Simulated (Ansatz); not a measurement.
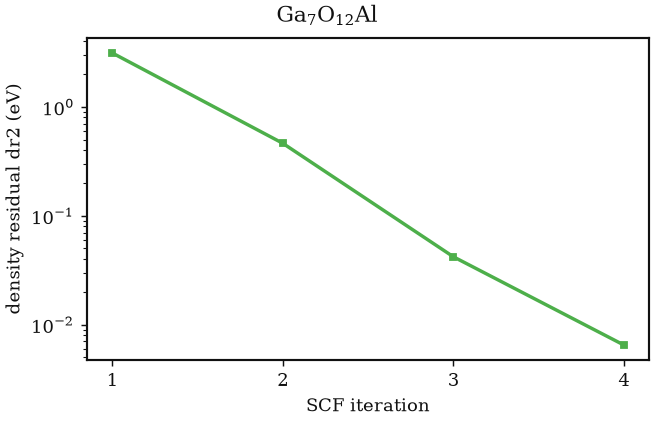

The plot shows the SCF iterations of a calculation: density residual dr2. The starting density is a sum of atomic densities corrected by a trained network.

Ga7O12Al (20 atoms in the cell), run with Ansatz.

```
accuracy: high
crystal:
  lattice:
    - [12.221680, 0.000000, -0.002817]
    - [0.000000, 3.031884, 0.000000]
    - [-1.375856, 0.000000, 5.623568]
  atoms:
    - { symbol: Ga, position: [0.408308, 0.510643, 0.200983] }
    - { symbol: Ga, position: [0.161360, 0.507144, 0.316715] }
    - { symbol: Ga, position: [0.907568, 0.996482, 0.200360] }
    - { symbol: Ga, position: [0.660644, 0.996532, 0.310895] }
    - { symbol: Ga, position: [0.339348, 0.004509, 0.681565] }
    - { symbol: Ga, position: [0.591781, 0.502476, 0.796507] }
    - { symbol: Ga, position: [0.842119, 0.490951, 0.682927] }
    - { symbol: O, position: [0.334298, 0.498560, 0.887824] }
    - { symbol: O, position: [0.327117, 0.500510, 0.437704] }
    - { symbol: O, position: [0.001148, 0.493566, 0.742139] }
    - { symbol: O, position: [0.166024, 0.997737, 0.111322] }
    - { symbol: O, position: [0.837070, 0.999139, 0.894773] }
    - { symbol: O, position: [0.174821, 0.000568, 0.560980] }
    - { symbol: O, position: [0.825032, 0.003340, 0.441009] }
    - { symbol: O, position: [0.496042, 0.004765, 0.253216] }
    - { symbol: O, position: [0.504747, 0.003443, 0.748080] }
    - { symbol: O, position: [0.663384, 0.504638, 0.105400] }
    - { symbol: O, position: [0.673719, 0.494803, 0.563870] }
    - { symbol: O, position: [0.997438, 0.495771, 0.255483] }
    - { symbol: Al, position: [0.091351, 0.995872, 0.790643] }
kpoints:
  mp_grid: { grid: [2, 2, 2], shift: [0.5, 0.5, 0.5] }
hamiltonian:
  xc: pbesol
total_charge: -1
scf:
  occupations: { method: fermi_dirac, width: 0.01 }
  max_iter: 4
output:
  forces: true
  eigenvalues: true
  stress: true
```

Run as:
```bash
ansatz run in.yaml --threads 7 --pin off --max-ram 13300MiB --runs-dir r --events-out ev --progress --plain
```

Q: Did the calculation converge?

A: The run gave up at step 4 without converging. The residual is still falling at the last step (down to 6 × 10⁻³).
